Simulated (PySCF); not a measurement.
## Electronic structure of F4O2Sn2 (cyclo-(F2SnO)2) in real space

```tsv
atom	x (Å)	y (Å)	z (Å)
Sn	-0.6357	-0.4992	1.1980
F	-1.5746	-2.1418	1.4464
F	-0.7525	0.3521	2.9017
O	1.1771	-0.6199	0.3694
Sn	0.6708	0.4795	-1.2182
F	0.7826	-0.3801	-2.9178
F	1.6116	2.1196	-1.4762
O	-1.1411	0.6041	-0.3871
```

Geometry: PBE0-D3(BJ)/def2-SVP; core potentials replace the inner electrons of Sn.

Computed with PBE0/def2-SVPD, SCF density, gas phase, scalar-relativistic core potentials on the heavy atoms in PySCF 2.14.0.

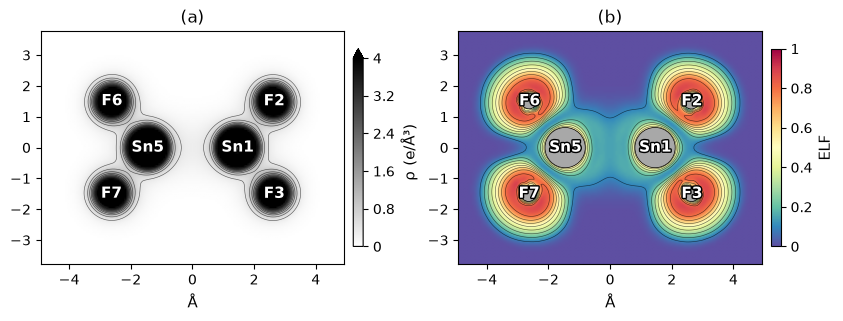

Figure 1. (a) electron density; (b) electron localisation function on the plane of atoms Sn1, Sn5 and F6. Grey discs cover the atomic cores in the ELF map.

> Read the bonding off the picture.

Atoms in the plane: Sn and F.
Sn–F (1.91 Å): ρ at the midpoint is about 0.79 e/Å³; the ELF peaks at about 0.80 in the valence shell of F, 0.5 Å from its nucleus, and drops to about 0.10 between the two atoms.
Sn–Sn (2.92 Å): the density is about 0.28 e/Å³ at the midpoint; the ELF is about 0.15 at the midpoint.
The ELF also peaks beside F3, F7, F2 and F6, away from the bonds: lone-pair regions.

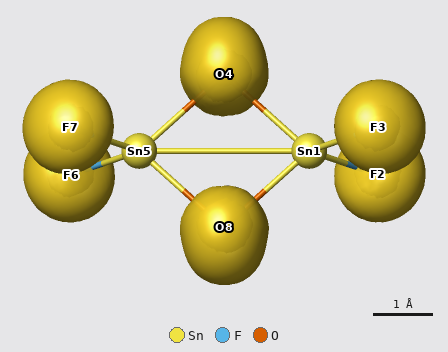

Figure 2. Isosurface of the ELF at 0.75 (yellow), seen from one side. Core shells and regions of very low density are left out.

> Identify the bonds, lone pairs and shells in this picture.

The ELF exceeds this value in four regions wrapped around F (the valence shell of each) and two regions wrapped around O (the valence shell of each). Profiles from the grid: Sn–O (2.00 Å): the ELF peaks at about 0.80 in the valence shell of O, 0.6 Å from its nucleus, and drops to about 0.15 between the two atoms.

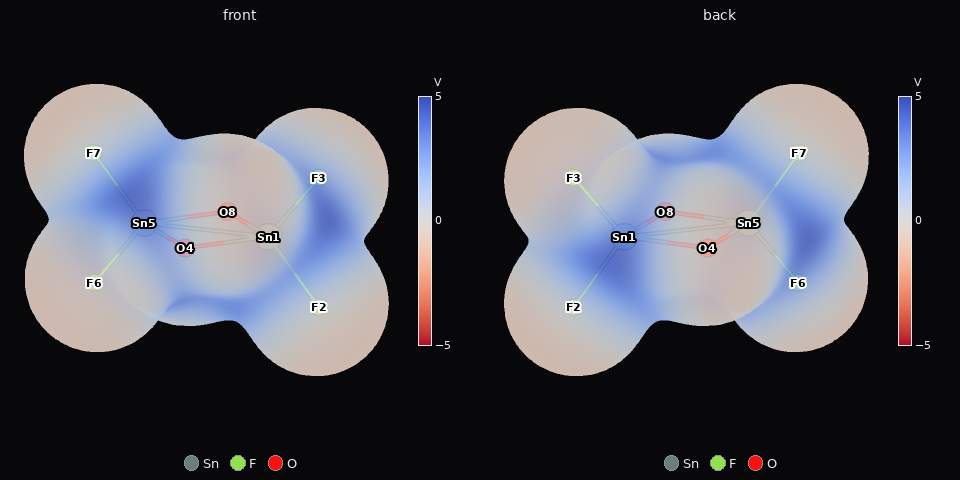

Figure 3. The molecular electrostatic potential painted on the density surface at 0.002 e/bohr³, seen from the front and from behind; the colour scale runs from red (negative) to blue (positive).

> Describe the electrostatic potential map.

The most negative region (about −0.6 V) lies over the F and O atoms, the most positive (about +4.1 V) over Sn1 and Sn5.

> What dipole moment does the calculation give?

Its dipole moment is zero.
